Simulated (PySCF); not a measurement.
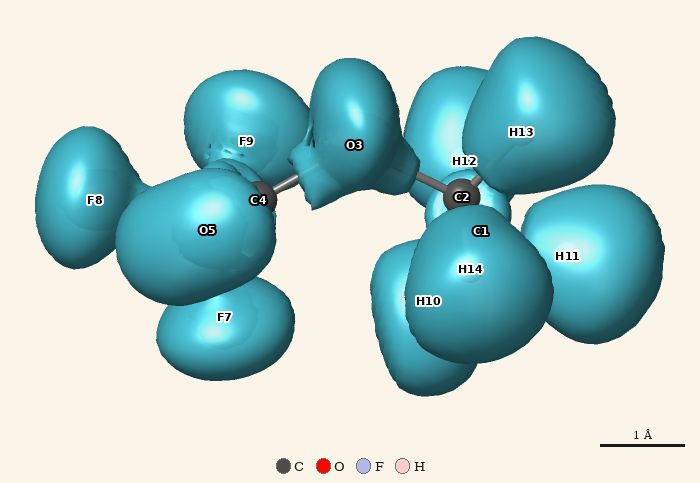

*C4H5F3O2. Isosurface of the ELF at 0.75 (cyan), seen from one side. Core shells and regions of very low density are left out.*

Geometry: GFN2-xTB.

Theory: revPBE/pcSseg-1, SCF density, in a tetrahydrofuran solvent model, non-relativistic (PySCF 2.14.0).

```xyz
14

C    -1.3183   -0.5545   -0.8418
C    -1.2318   -0.4621    0.6714
O     0.1126   -0.4745    1.1949
C     0.9632    0.5355    1.0565
O     1.2335    1.3295    1.9001
C     1.7488    0.5564   -0.3089
F     1.2071    1.4445   -1.1609
F     3.0187    0.9105   -0.1220
F     1.7433   -0.6308   -0.9222
H    -0.9712    0.3561   -1.3233
H    -2.3583   -0.7090   -1.1171
H    -0.7339   -1.3954   -1.2065
H    -1.6782   -1.3430    1.1360
H    -1.7355    0.4368    1.0438
```

Question: Describe the localisation domains.

Answer: At this value the surface marks out two regions between bonded C–C atoms (shared pairs), five regions around hydrogen nuclei, three regions on F in which the atom's valence shell and bonds are merged and two regions on O in which the atom's valence shell and bonds are merged.

Values along the shortest contacts:
C–O (1.19 Å): the ELF peaks at about 0.85 between the atoms (a multiple bond). C–F (1.33 Å): the ELF peaks at about 0.85 between the atoms: a polar covalent bond.
